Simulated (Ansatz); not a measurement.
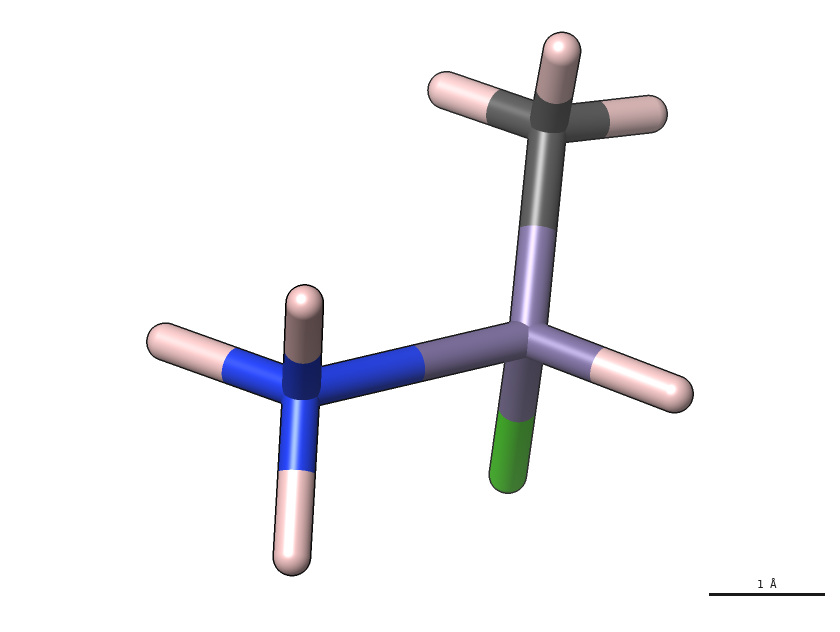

Stick drawing of a structure. Colours: carbon dark grey, germanium purple, silicon blue, chlorine green, hydrogen pink.

The computed structure is the end point of a PBE0-D4/def2-TZVP optimisation.

Description:

The molecule is CH7ClGeSi. SMILES: `[CH3][Ge@@H]([SiH3])[Cl]`. Among its groups: Si–H bond. The point group is C1. Coordination: 1 C tetrahedral; 1 Ge tetrahedral; 1 Si tetrahedral.

More results for the same structure follow; atom numbers are the same in all pictures, views and colours differ.

Geometry

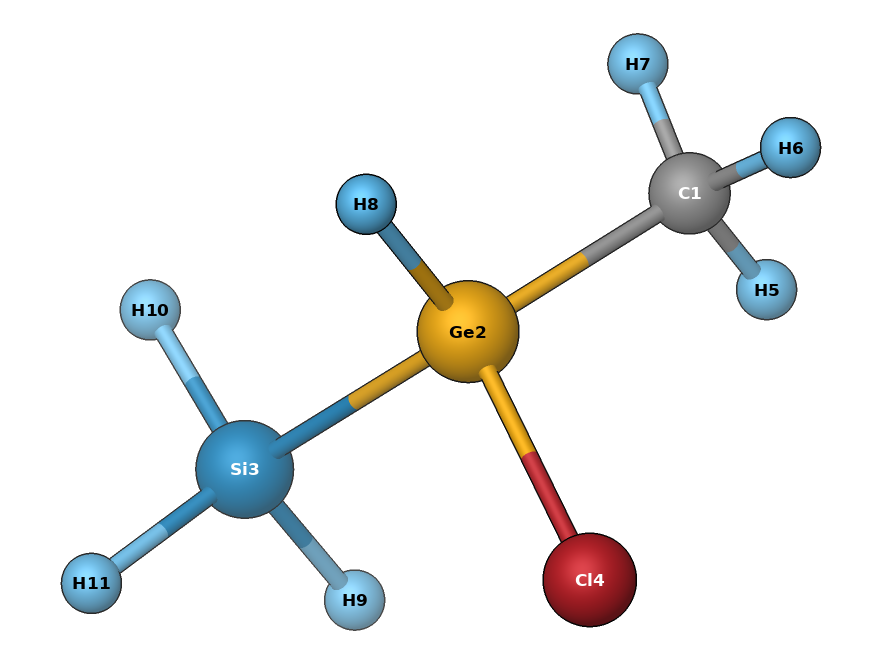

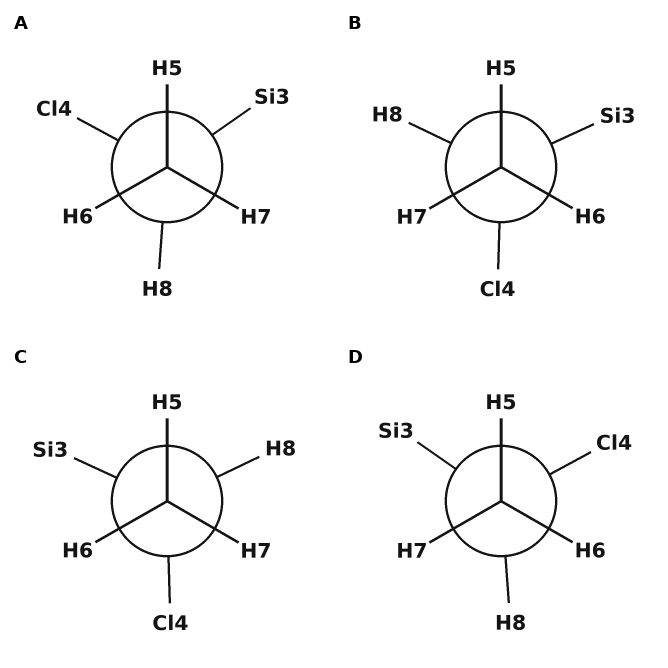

Depth is shown by fading: the farther an atom, the more it takes the colour of the background. Bonds that would overlap in a projection are set slightly apart.

**Which Newman projection shows the view along C1–Ge2, with C1 in front?**

D. The torsion angle H5–C1–Ge2–Cl4 is 62°, synclinal (gauche).

Vibrations

Harmonic vibrations computed with RKS PBE0-D4/def2-TZVP (Ansatz 0.2.0) at a stationary point of the same level.

**List the wavenumbers.**

27 modes: 90, 96, 130, 133, 162, 350, 407, 479, 504, 609, 650, 693, 802, 850, 881, 935, 936, 1261, 1447, 1453, 2132, 2217, 2234, 2245, 3064, 3156, 3167 cm⁻¹.

Electronic properties

Method: RKS PBE0-D4/def2-SVP (Ansatz 0.2.0).

**Estimate the HOMO energy (Kohn–Sham orbital).**

−7.83 eV.

**Give the dispersion correction at this level.**

−21.6 kJ/mol.

**Estimate the HOMO–LUMO gap.**

7.68 eV.

Thermal motion

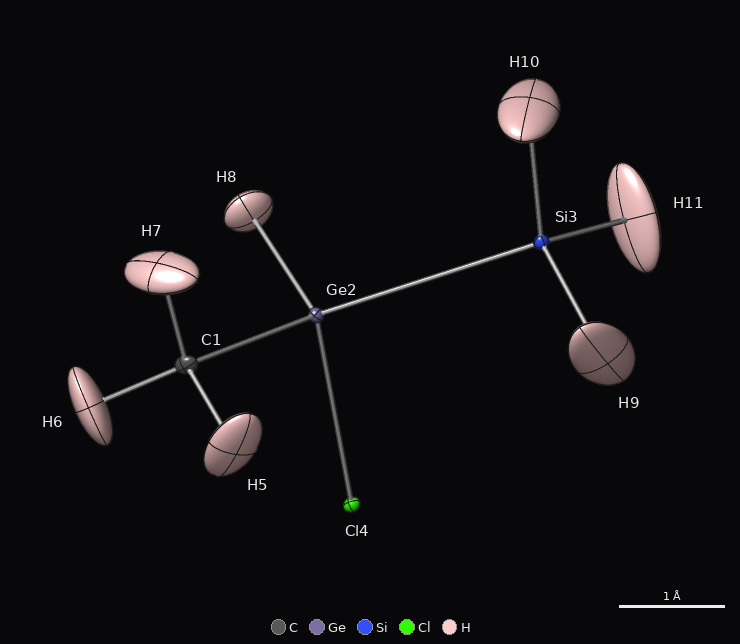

Displacement ellipsoids at the 50 % level, from the internal vibrations of the free molecule (harmonic, no overall translation or rotation; no half-axis is drawn under 0.075 Å). Vibrations computed with RKS PBE0-D4/def2-TZVP (Ansatz 0.2.0). Temperature: 100 K.

Give the displacement parameters, one line for each set of equivalent atoms.

```csv
atom,U_eq (Å²),rms amplitudes (Å)
C1,0.0042,"0.043, 0.064, 0.082"
Ge2,0.00066,"0.020, 0.025, 0.031"
Si3,0.0018,"0.025, 0.039, 0.058"
Cl4,0.0016,"0.024, 0.033, 0.056"
H5,0.0360,"0.086, 0.165, 0.271"
H6,0.0354,"0.099, 0.165, 0.263"
H7,0.0363,"0.093, 0.161, 0.273"
H8,0.0196,"0.092, 0.154, 0.163"
H9,0.0561,"0.089, 0.188, 0.354"
H10,0.0552,"0.100, 0.190, 0.346"
H11,0.0555,"0.093, 0.189, 0.349"
```

Charges

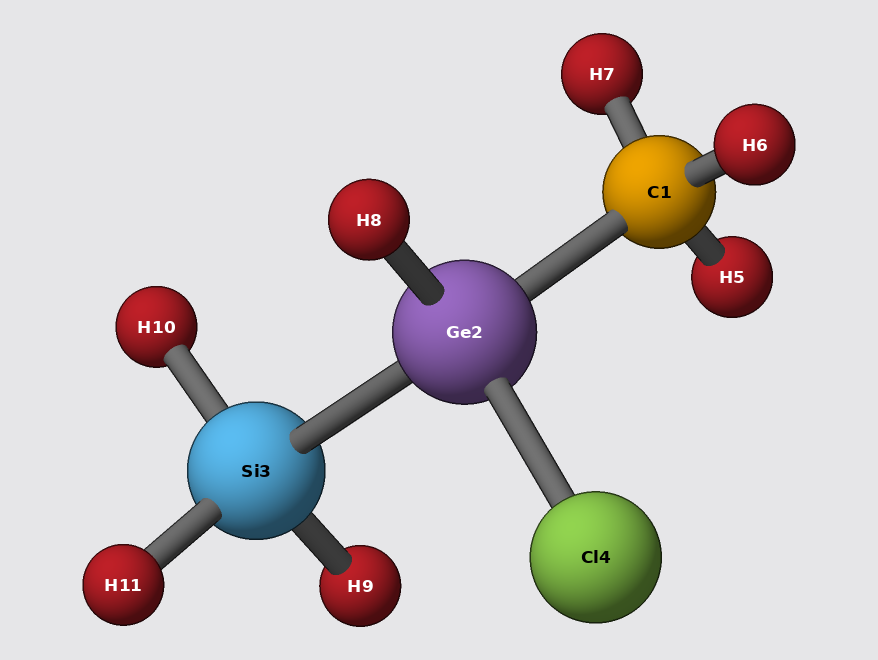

The questions are on Mulliken charges. Properties computed with RKS ωB97M-V/def2-TZVPP (Ansatz 0.2.0).

**Which atom carries the highest charge (most positive or least negative)?**

Ge2 (0.26 e).

**And the lowest?**

C1 (−0.43 e).

Give the Mulliken charges atom by atom.

```tsv
atom	value (e)
C1	−0.43
Ge2	0.26
Si3	0.06
Cl4	−0.31
H5	0.14
H6	0.14
H7	0.13
H8	0.03
H9	0.00
H10	−0.01
H11	0.00
```

Mulliken values depend strongly on the basis set and can even reverse the polarity of a bond.
